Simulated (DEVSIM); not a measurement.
System: InP p-n junction from an implanted or diffused profile, at 250 K.

```tsv
layer (left to right)	material	thickness (μm)	Nd (cm⁻³)	τn (s)	τp (s)
1	InP	160	2.9e16	3.3e-9	3.3e-9
```

Added acceptor profile: 9.9e17 cm⁻³ × exp(−(x − 0.045 μm)²/(2·(0.12 μm)²)). Left contact: ohmic. Right contact: ohmic. Voltage is applied to the left contact. Recombination: SRH at mid-gap, Auger. Mobility is μmin + (μ − μmin)/(1 + (N/Nref)^α).

The device is made up for the run: typed textbook-type constants, with dimensions and the other settings drawn at random. Values at 300 K; Nc and Nv go as T^1.5, mobilities as T to minus their exponent, the gap by Varshni's rule with the affinity fixed.

```tsv
parameter	InP
gap (eV)	1.344
affinity (eV)	4.38
permittivity	12.5
Nc (cm⁻³)	5.7e17
Nv (cm⁻³)	1.1e19
μn (cm²/Vs)	5200
μp (cm²/Vs)	170
μn,min	400
μp,min	10
Nref,n	3e17
Nref,p	4.9e17
αn	0.47
αp	0.62
T exponent of μn	2
T exponent of μp	2
Cn (cm⁶/s)	9e-31
Cp (cm⁶/s)	9e-31
Varshni α (eV/K)	0.000363
Varshni β (K)	162
```

Simulated with DEVSIM: 1D drift-diffusion, Boltzmann statistics, complete ionisation; no tunnelling, impact ionisation, image-force lowering or self-heating.

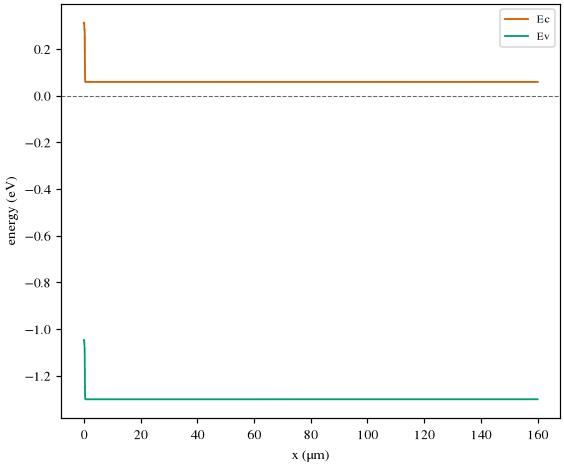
Figure: Band edges at 1.0 V on the left contact

Energies count from the Fermi level of the right contact; mesh points crowd at the junctions.

```json
[
 {"x (μm)": "0.000", "Ec (eV)": "0.311", "Ev (eV)": "-1.048", "n (cm⁻³)": "< 1e2", "p (cm⁻³)": "8.9e17", "field (V/cm)": "630"},
 {"x (μm)": "0.02794", "Ec (eV)": "0.313", "Ev (eV)": "-1.047", "n (cm⁻³)": "3.3e10", "p (cm⁻³)": "9.5e17", "field (V/cm)": "260"},
 {"x (μm)": "0.06936", "Ec (eV)": "0.313", "Ev (eV)": "-1.047", "n (cm⁻³)": "8.4e10", "p (cm⁻³)": "9.4e17", "field (V/cm)": "-380"},
 {"x (μm)": "0.1307", "Ec (eV)": "0.307", "Ev (eV)": "-1.052", "n (cm⁻³)": "1.9e11", "p (cm⁻³)": "7.4e17", "field (V/cm)": "-1300"},
 {"x (μm)": "0.2538", "Ec (eV)": "0.278", "Ev (eV)": "-1.082", "n (cm⁻³)": "1.1e12", "p (cm⁻³)": "1.9e17", "field (V/cm)": "-3700"},
 {"x (μm)": "0.3642", "Ec (eV)": "0.167", "Ev (eV)": "-1.193", "n (cm⁻³)": "1.8e14", "p (cm⁻³)": "1.1e15", "field (V/cm)": "-18000"},
 {"x (μm)": "0.4722", "Ec (eV)": "0.063", "Ev (eV)": "-1.296", "n (cm⁻³)": "2.3e16", "p (cm⁻³)": "8.6e12", "field (V/cm)": "-1800"},
 {"x (μm)": "0.6231", "Ec (eV)": "0.058", "Ev (eV)": "-1.302", "n (cm⁻³)": "2.9e16", "p (cm⁻³)": "6.0e12", "field (V/cm)": "≈ 0"},
 {"x (μm)": "0.8630", "Ec (eV)": "0.058", "Ev (eV)": "-1.302", "n (cm⁻³)": "2.9e16", "p (cm⁻³)": "5.0e12", "field (V/cm)": "≈ 0"},
 {"x (μm)": "1.480", "Ec (eV)": "0.058", "Ev (eV)": "-1.302", "n (cm⁻³)": "2.9e16", "p (cm⁻³)": "3.0e12", "field (V/cm)": "≈ 0"},
 {"x (μm)": "3.067", "Ec (eV)": "0.058", "Ev (eV)": "-1.302", "n (cm⁻³)": "2.9e16", "p (cm⁻³)": "8.2e11", "field (V/cm)": "≈ 0"},
 {"x (μm)": "9.370", "Ec (eV)": "0.058", "Ev (eV)": "-1.302", "n (cm⁻³)": "2.9e16", "p (cm⁻³)": "4.7e9", "field (V/cm)": "≈ 0"},
 {"x (μm)": "23.36", "Ec (eV)": "0.058", "Ev (eV)": "-1.302", "n (cm⁻³)": "2.9e16", "p (cm⁻³)": "56000", "field (V/cm)": "≈ 0"},
 {"x (μm)": "59.33", "Ec (eV)": "0.058", "Ev (eV)": "-1.302", "n (cm⁻³)": "2.9e16", "p (cm⁻³)": "< 1e2", "field (V/cm)": "≈ 0"},
 {"x (μm)": "128.7", "Ec (eV)": "0.058", "Ev (eV)": "-1.301", "n (cm⁻³)": "2.9e16", "p (cm⁻³)": "< 1e2", "field (V/cm)": "≈ 0"},
 {"x (μm)": "147.8", "Ec (eV)": "0.058", "Ev (eV)": "-1.301", "n (cm⁻³)": "2.9e16", "p (cm⁻³)": "< 1e2", "field (V/cm)": "≈ 0"},
 {"x (μm)": "155.2", "Ec (eV)": "0.058", "Ev (eV)": "-1.301", "n (cm⁻³)": "2.9e16", "p (cm⁻³)": "< 1e2", "field (V/cm)": "≈ 0"},
 {"x (μm)": "158.2", "Ec (eV)": "0.058", "Ev (eV)": "-1.301", "n (cm⁻³)": "2.9e16", "p (cm⁻³)": "< 1e2", "field (V/cm)": "≈ 0"},
 {"x (μm)": "159.5", "Ec (eV)": "0.058", "Ev (eV)": "-1.301", "n (cm⁻³)": "2.9e16", "p (cm⁻³)": "< 1e2", "field (V/cm)": "≈ 0"},
 {"x (μm)": "159.8", "Ec (eV)": "0.058", "Ev (eV)": "-1.301", "n (cm⁻³)": "2.9e16", "p (cm⁻³)": "< 1e2", "field (V/cm)": "≈ 0"},
 {"x (μm)": "159.9", "Ec (eV)": "0.058", "Ev (eV)": "-1.301", "n (cm⁻³)": "2.9e16", "p (cm⁻³)": "< 1e2", "field (V/cm)": "≈ 0"},
 {"x (μm)": "160.0", "Ec (eV)": "0.058", "Ev (eV)": "-1.301", "n (cm⁻³)": "2.9e16", "p (cm⁻³)": "< 1e2", "field (V/cm)": "≈ 0"}
]
```
